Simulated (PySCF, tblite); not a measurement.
# C5H10Cl2Si: geometry, infrared bands and NMR shifts

Aim: predict the infrared bands and NMR shifts of C5H10Cl2Si (`C[C@@H]1[SiH2]C[C@@H]1C(Cl)Cl`).

The runs use tblite 0.8.0 and PySCF 2.14.0, with density-fitted response routines of our own; the level of theory stands in each step. All values are computed, except where a source is named. Atoms are numbered from 0 throughout.

## 1. The starting structure

18 atoms, charge 0, multiplicity 1; geometry from: force field or distance geometry start.

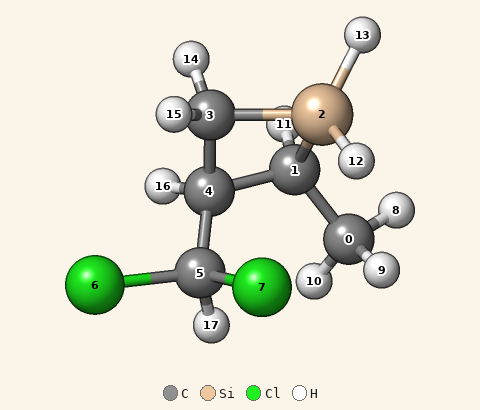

As it starts; carbon grey, silicon light orange, chlorine green, hydrogen white, atoms numbered.

## 2. Optimising the geometry with GFN2-xTB

What the job is given:

```
{"job": {"kind": "relax", "xc": "GFN2-xTB", "basis": "xTB"}, "charge": 0, "multiplicity": 1}
C     -0.983300    -1.196500    -1.167500
C     -0.713300    -0.566200     0.161700
Si    -1.237800     1.165500     0.411700
C      0.260200     0.823200     1.395600
C      0.730700    -0.277600     0.514400
C      1.647100     0.052300    -0.626400
Cl     3.287900     0.362700     0.021400
Cl     1.187100     1.445500    -1.596100
H     -2.001300    -1.670000    -1.067900
H     -1.022800    -0.474900    -2.008000
H     -0.294700    -2.039700    -1.327100
H     -1.104100    -1.215500     1.012800
H     -1.120600     2.094600    -0.700000
H     -2.482900     1.292600     1.184300
H     -0.040400     0.452800     2.415300
H      0.934700     1.682300     1.556100
H      1.170700    -1.092000     1.116600
H      1.774000    -0.832900    -1.308400
```

Run with:

```bash
> OMP_NUM_THREADS=1 python probes_run.py task.json out
```

One launch serves the whole session: the jobs run in the order shown.

Output:

```text
step      E/eV     max force
  0    -723.32617    4.484
  1    -723.71797    1.466
  2    -723.80958    0.937
  3    -723.93051    0.745
  4    -723.98094    0.466
  5    -724.01875    0.414
  6    -724.04404    0.385
  7    -724.06713    0.443
  8    -724.08510    0.320
  9    -724.09866    0.328
 10    -724.10780    0.300
 11    -724.11673    0.272
 12    -724.12699    0.274
 13    -724.13755    0.285
 14    -724.14808    0.236
 15    -724.15836    0.251
 16    -724.16817    0.243
 17    -724.17820    0.221
 18    -724.18762    0.192
 19    -724.19469    0.196
 20    -724.20026    0.193
 21    -724.20533    0.173
 22    -724.20977    0.173
 23    -724.21343    0.118
 24    -724.21596    0.116
 25    -724.21770    0.116
 26    -724.21940    0.131
 27    -724.22135    0.110
 28    -724.22329    0.110
 29    -724.22486    0.104
 30    -724.22621    0.096
 31    -724.22768    0.114
 32    -724.22918    0.100
 33    -724.23042    0.085
 34    -724.23140    0.069
 35    -724.23240    0.076
 36    -724.23368    0.096
 37    -724.23507    0.078
 38    -724.23609    0.067
 39    -724.23668    0.045
 40    -724.23711    0.051
 41    -724.23753    0.049
 42    -724.23802    0.053
 43    -724.23847    0.052
 44    -724.23876    0.034
 45    -724.23892    0.024
 46    -724.23904    0.024
 47    -724.23917    0.026
 48    -724.23931    0.028
 49    -724.23943    0.025
 50    -724.23956    0.025
 51    -724.23969    0.027
 52    -724.23985    0.027
 53    -724.23997    0.027
 54    -724.24003    0.015
 55    -724.24007    0.014
 56    -724.24011    0.011
 57    -724.24014    0.014
 58    -724.24017    0.011
 59    -724.24019    0.009
```

Wall time 2.3 s (1 thread of Intel Xeon at 2.50GHz, shared host); peak memory 0.18 GiB.

Relaxation path: (not every step is listed)

| step | energy from step 0 (eV) | largest force (eV/Å) |
| --- | --- | --- |
| 0 | 0.0000 | 4.4841 |
| 1 | -0.3918 | 1.4656 |
| 2 | -0.4834 | 0.9369 |
| 3 | -0.6043 | 0.7455 |
| 4 | -0.6548 | 0.4662 |
| 5 | -0.6926 | 0.4144 |
| 6 | -0.7179 | 0.3852 |
| 7 | -0.7410 | 0.4427 |
| 8 | -0.7589 | 0.3202 |
| 12 | -0.8008 | 0.2740 |
| 16 | -0.8420 | 0.2425 |
| 20 | -0.8741 | 0.1926 |
| 24 | -0.8898 | 0.1157 |
| 28 | -0.8971 | 0.1103 |
| 32 | -0.9030 | 0.1004 |
| 36 | -0.9075 | 0.0958 |
| 40 | -0.9109 | 0.0508 |
| 44 | -0.9126 | 0.0342 |
| 48 | -0.9131 | 0.0277 |
| 52 | -0.9137 | 0.0275 |
| 54 | -0.9139 | 0.0153 |
| 55 | -0.9139 | 0.0140 |
| 56 | -0.9139 | 0.0112 |
| 57 | -0.9140 | 0.0143 |
| 58 | -0.9140 | 0.0108 |
| 59 | -0.9140 | 0.0087 |

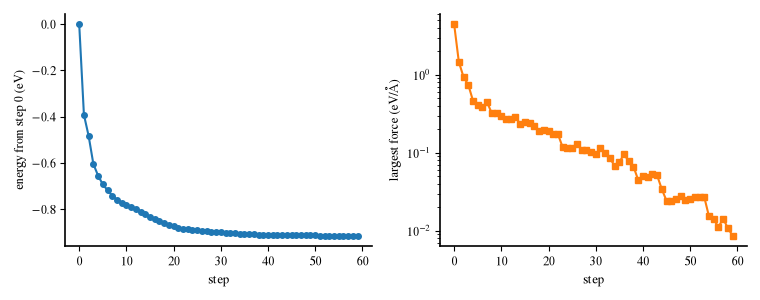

Energy and largest force along the relaxation.

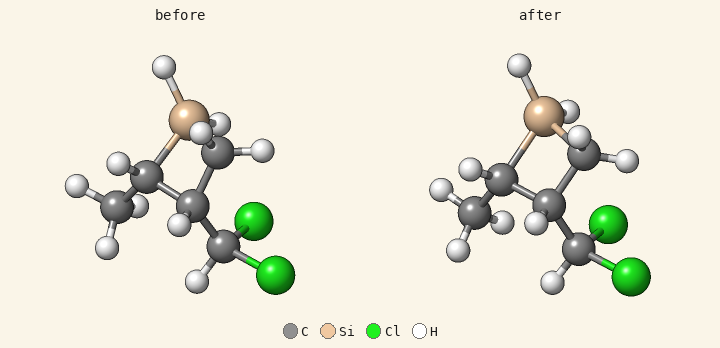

The geometry before (left) and after (right).

Close pairs (by a distance rule), those that changed most:

| bond | before (Å) | after (Å) | change (Å) |
| --- | --- | --- | --- |
| C1–Si2 | 1.827 | 1.923 | +0.096 |
| Si2–C3 | 1.825 | 1.912 | +0.087 |
| C3–C4 | 1.486 | 1.542 | +0.055 |
| C1–H11 | 1.140 | 1.094 | -0.045 |
| C0–H8 | 1.127 | 1.088 | -0.039 |
| C1–C4 | 1.514 | 1.552 | +0.038 |
| C3–H14 | 1.126 | 1.088 | -0.038 |
| C5–H17 | 1.125 | 1.091 | -0.033 |

The final coordinates are the input of the step that follows.

## 3. Vibrational analysis with GFN2-xTB

What the job is given:

```
{"job": {"kind": "ir", "xc": "GFN2-xTB", "basis": "xTB"}, "charge": 0, "multiplicity": 1}
C     -0.955336    -1.230285    -1.271807
C     -0.772626    -0.623683     0.109152
Si    -1.365959     1.150360     0.553457
C      0.352211     1.000680     1.378633
C      0.664668    -0.286043     0.588428
C      1.646248    -0.042792    -0.537279
Cl     3.273342     0.284505     0.125543
Cl     1.171861     1.335893    -1.544936
H     -2.010818    -1.439043    -1.434723
H     -0.624165    -0.556222    -2.056672
H     -0.410092    -2.170084    -1.365578
H     -1.190032    -1.331042     0.831979
H     -1.519020     2.104597    -0.535749
H     -2.508302     1.197666     1.467013
H      0.306868     0.805730     2.447839
H      1.082867     1.790325     1.226999
H      1.100042    -1.079399     1.204596
H      1.749483    -0.904846    -1.198551
```

Output:

```text
mode    cm-1     km/mol
  1      79.0      0.68
  2      95.3      2.69
  3     155.4      0.77
  4     205.7      2.14
  5     214.0      1.46
  6     249.5      0.21
  7     270.1      0.66
  8     278.3      2.92
  9     406.7      2.61
 10     455.3      3.68
 11     464.0      4.93
 12     494.5     44.47
 13     591.0     27.11
 14     605.4     82.87
 15     656.5    113.89
 16     682.4      9.04
 17     720.7      3.13
 18     753.6     96.20
 19     766.9     39.56
 20     800.9    206.57
 21     886.7      3.29
 22     971.4      2.91
 23     996.8     10.44
 24    1055.1      0.66
 25    1069.0      5.47
 26    1125.9      2.01
 27    1156.8      3.25
 28    1163.6     29.55
 29    1185.2     25.04
 30    1200.7      3.00
 31    1216.2      8.18
 32    1255.6      4.22
 33    1294.1      2.85
 34    1317.2      2.12
 35    1414.4      6.88
 36    1471.3      9.38
 37    1507.2      2.25
 38    1511.8      3.92
 39    2262.2    485.34
 40    2326.1    215.17
 41    2922.6     27.65
 42    2938.0     38.96
 43    2947.9      1.26
 44    2993.1     40.27
 45    3011.5     36.54
 46    3027.9     13.64
 47    3030.0     44.27
 48    3050.8     26.43
```

Wall time 3.4 s (1 thread of Intel Xeon at 2.50GHz, shared host); peak memory 0.18 GiB.

Which atoms move in the most intense modes:

| cm⁻¹ | km/mol | atoms |
| --- | --- | --- |
| 494 | 44.5 | H13 30 %, H12 27 % |
| 605 | 82.9 | H12 38 %, H13 31 %, C1 12 % |
| 656 | 113.9 | Si2 28 %, C1 21 %, H13 16 % |
| 754 | 96.2 | H15 32 %, C3 31 %, H14 11 % |
| 801 | 206.6 | H12 38 %, H13 35 %, Si2 12 % |
| 2262 | 485.3 | H13 96 % |
| 2326 | 215.2 | H12 96 % |
| 3030 | 44.3 | H8 87 % |

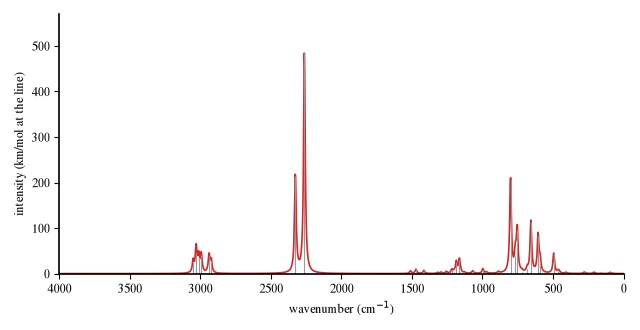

The infrared spectrum from these modes, unscaled. Lines are broadened to a width of 14 cm⁻¹ (Lorentzian).

## 4. NMR shieldings: PBE0/pcSseg-1

Settings changed since step 3:

```diff
@@ -1,2 +1,2 @@
-{"job": {"kind": "ir", "xc": "GFN2-xTB", "basis": "xTB"}, "charge": 0, "multiplicity": 1}
+{"job": {"kind": "nmr", "xc": "PBE0", "basis": "pcSseg-1"}, "charge": 0, "multiplicity": 1}
 C     -0.955336    -1.230285    -1.271807
```

With the program's defaults for keys left out, this is: GIAO PBE0/pcSseg-1 NMR shielding, non-relativistic, gas phase.

Output:

```text
coarse grid: 16504 points
cycle   1  E = -1405.5645353013  dE =  8.944e-01  |g| = 5.124e-01  |ddm| = 3.889e+00
cycle   2  E = -1405.5135964579  dE =  5.094e-02  |g| = 7.016e-01  |ddm| = 1.085e+00
cycle   3  E = -1405.6331594392  dE = -1.196e-01  |g| = 6.425e-02  |ddm| = 6.459e-01
cycle   4  E = -1405.6338635031  dE = -7.041e-04  |g| = 3.553e-02  |ddm| = 8.884e-02
cycle   5  E = -1405.6341589663  dE = -2.955e-04  |g| = 8.735e-03  |ddm| = 4.361e-02
cycle   6  E = -1405.6341770948  dE = -1.813e-05  |g| = 2.705e-03  |ddm| = 1.364e-02
cycle   7  E = -1405.6341787420  dE = -1.647e-06  |g| = 5.993e-04  |ddm| = 2.989e-03
final grid: 145184 points
cycle   8  E = -1405.6813238373  dE = -6.041e-05  |g| = 8.507e-03  |ddm| = 3.879e-02
cycle   9  E = -1405.6813120445  dE =  1.179e-05  |g| = 1.049e-02  |ddm| = 1.759e-02
cycle  10  E = -1405.6813400038  dE = -2.796e-05  |g| = 1.711e-03  |ddm| = 1.194e-02
cycle  11  E = -1405.6813406256  dE = -6.218e-07  |g| = 4.039e-04  |ddm| = 2.336e-03
cycle  12  E = -1405.6813406642  dE = -3.858e-08  |g| = 8.231e-05  |ddm| = 3.866e-04
cycle  13  E = -1405.6813406656  dE = -1.384e-09  |g| = 3.447e-05  |ddm| = 9.904e-05
cycle  14  E = -1405.6813406658  dE = -2.788e-10  |g| = 6.293e-06  |ddm| = 3.575e-05
converged SCF energy = -1405.6813406658

GIAO shielding tensors (ppm)
atom      isotropic    diamagn.    paramagn.     s11        s22        s33       span
  0 C      171.975     244.077     -72.101    162.735    164.467    188.723     25.987
  1 C      159.991     250.378     -90.387    138.803    161.787    179.384     40.581
  2 Si     377.595     878.537    -500.942    336.649    384.301    411.835     75.185
  3 C      175.556     251.526     -75.970    159.733    171.551    195.384     35.650
  4 C      135.962     249.000    -113.038    120.022    138.256    149.609     29.586
  5 C       95.717     244.527    -148.810     62.219    107.424    117.508     55.290
  6 Cl     681.302    1145.671    -464.369    339.743    663.557   1040.604    700.861
  7 Cl     717.960    1147.227    -429.267    455.937    715.166    982.778    526.842
  8 H       30.668      27.934       2.734     25.733     27.725     38.546     12.813
  9 H       30.056      29.259       0.797     24.196     32.481     33.492      9.296
 10 H       30.643      29.125       1.518     26.347     27.657     37.924     11.577
 11 H       29.479      31.870      -2.391     25.143     28.909     34.384      9.240
 12 H       27.015      28.687      -1.672     23.283     26.632     31.132      7.849
 13 H       27.017      28.983      -1.966     23.723     24.137     33.191      9.468
 14 H       30.064      30.259      -0.194     26.202     26.912     37.079     10.878
 15 H       30.026      29.872       0.154     25.180     29.829     35.068      9.887
 16 H       28.842      32.062      -3.220     24.233     28.676     33.616      9.382
 17 H       25.579      29.241      -3.662     21.147     26.329     29.260      8.114
```

Run time: 2.1 min. Hardware: 1 thread of Intel Xeon at 2.50GHz, shared host; peak memory 0.92 GiB.

The references, computed at this level on geometries of the same kind, shield at (ppm): 1H TMS 31.72, 13C TMS 186.9, 29Si TMS 349.2, 35Cl HCl 950. Their shielding less the atom's gives the shift. The references are single molecules in the gas phase. Atoms listed in one row are averaged.

| atoms | environment | σ (ppm) | δ (ppm) | δ scaled to CDCl3 |
| --- | --- | --- | --- | --- |
| C5 | sp3 CH bonded to 2 Cl | 95.7 | 91.2 | 87.1 |
| C4 | sp3 CH in a ring | 136.0 | 51.0 | 47.8 |
| C1 | sp3 CH bonded to Si | 160.0 | 26.9 | 24.4 |
| C0 | methyl carbon | 172.0 | 14.9 | 12.7 |
| C3 | sp3 CH2 bonded to Si | 175.6 | 11.4 | 9.2 |
| H17 | hydrogen on an sp3 CH bonded to 2 Cl | 25.58 | 6.14 | 5.89 |
| H12 | hydrogen on a silicon bonded to 2 C, in a 4-membered ring | 27.02 | 4.70 | – |
| H13 | hydrogen on a silicon bonded to 2 C, in a 4-membered ring | 27.02 | 4.70 | – |
| H16 | hydrogen on an sp3 CH in a ring | 28.84 | 2.88 | 2.82 |
| H11 | hydrogen on an sp3 CH bonded to Si | 29.48 | 2.24 | 2.22 |
| H15 | hydrogen on an sp3 CH2 bonded to Si | 30.03 | 1.69 | 1.70 |
| H14 | hydrogen on an sp3 CH2 bonded to Si | 30.06 | 1.65 | 1.66 |
| H8, H9, H10 | hydrogen on a methyl carbon | 30.46 | 1.26 | 1.29 |
| Si2 | silicon bonded to 2 C, 2 H, in a 4-membered ring | 377.6 | -28.4 | – |
| Cl6 | chlorine bonded to C | 681 | 268 | – |
| Cl7 | chlorine bonded to C | 718 | 232 | – |

The scaled column applies a straight-line fit of computed shieldings to shifts measured in CDCl3, with any fitted terms for Cl, Br or S neighbours (root-mean-square error 0.16 ppm for H, 1.9 ppm for C).

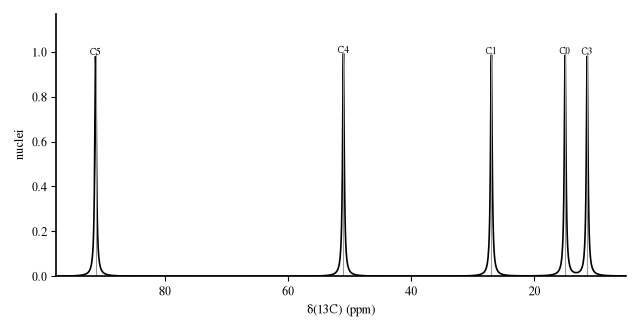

13C lines at the computed shifts, without couplings. Lines are broadened to a width of 0.32 ppm (Lorentzian).

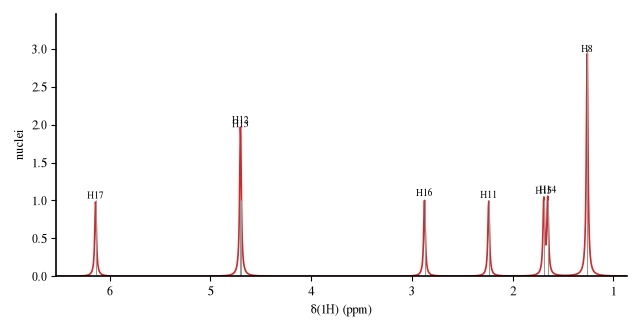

1H lines at the computed shifts, without couplings. Lines are broadened to a width of 0.02 ppm (Lorentzian).

The run also stored atomic charges by several schemes (e):

| atoms | Mulliken | IAO | Hirshfeld | ESP fit |
| --- | --- | --- | --- | --- |
| C0 | -0.20 | -0.42 | -0.13 | -0.38 |
| C1 | -0.50 | -0.37 | -0.11 | -0.02 |
| Si2 | 0.63 | 0.72 | 0.33 | 0.43 |
| C3 | -0.41 | -0.54 | -0.18 | -0.49 |
| C4 | -0.23 | -0.11 | -0.04 | 0.18 |
| C5 | -0.19 | -0.09 | 0.04 | -0.61 |
| Cl6 | -0.06 | -0.08 | -0.05 | -0.02 |
| Cl7 | -0.06 | -0.06 | 0.01 | 0.02 |

Mulliken charges:

C0 -0.20; C1 -0.50; Si2 0.63; C3 -0.41; C4 -0.23; C5 -0.19; Cl6 -0.06; Cl7 -0.06; H8 0.12; H9 0.12; H10 0.11; H11 0.15; H12 -0.06; H13 -0.08; H14 0.15; H15 0.15; H16 0.15; H17 0.21

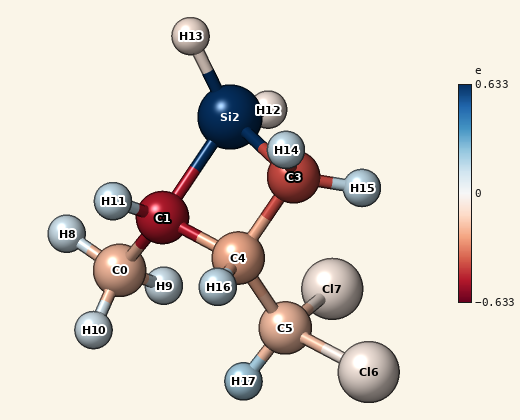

Mulliken charges, as colours on the atoms.

Mayer bond orders: C0–C1 1.05, C1–Si2 0.89, Si2–C3 0.93, C3–C4 0.97, C4–C5 0.96, C5–Cl6 1.02, C5–Cl7 1.00, C4–C1 0.93.

Ring of atoms C1, Si2, C3, C4: NICS(0) -0.8, NICS(1) -1.9, NICS(1)zz -0.2 ppm (means of both faces).

The two faces differ (NICS(1)zz -3.1 and 2.6 ppm).

## 5. What came out

| quantity | value |
| --- | --- |
| strongest single infrared mode (GFN2-xTB) | 2262 cm⁻¹, 485 km/mol |
| zero-point energy (GFN2-xTB) | 84.7 kcal/mol |
| 13C shifts against TMS (PBE0/pcSseg-1) | 91.2, 51.0, 26.9, 14.9, 11.4 ppm |
| 1H shifts against TMS (PBE0/pcSseg-1, means over atoms taken as alike) | 6.14, 4.70, 4.70, 2.88, 2.24, 1.69, 1.65, 1.26 ppm |
| 29Si shifts against TMS (PBE0/pcSseg-1) | -28.4 ppm |
| 35Cl shifts against HCl (PBE0/pcSseg-1) | 268, 232 ppm |

The optimisation took 59 steps and gained 0.914 eV; among the close pairs (by a distance rule), C1–Si2 changed most, from 1.827 to 1.923 Å. All 48 modes are real, so the xTB geometry is a minimum. The strongest single mode, at 2262 cm⁻¹, moves mainly H13. GFN2-xTB is a fitted tight-binding method: band positions and strengths are rough. Its intensities can rank the bands wrongly. C5 stands next to heavy halogen, whose spin-orbit shielding this run leaves out, so the computed shift lies too far downfield, most of all for carbon beside Br or I. The most deshielded hydrogen is H17 (hydrogen on an sp3 CH bonded to 2 Cl), at 6.14 ppm: its carbon carries Cl, which withdraws density. At PBE0/pcSseg-1: Shielding is most anisotropic at Cl6 (span 701 ppm, paramagnetic term -464 ppm).
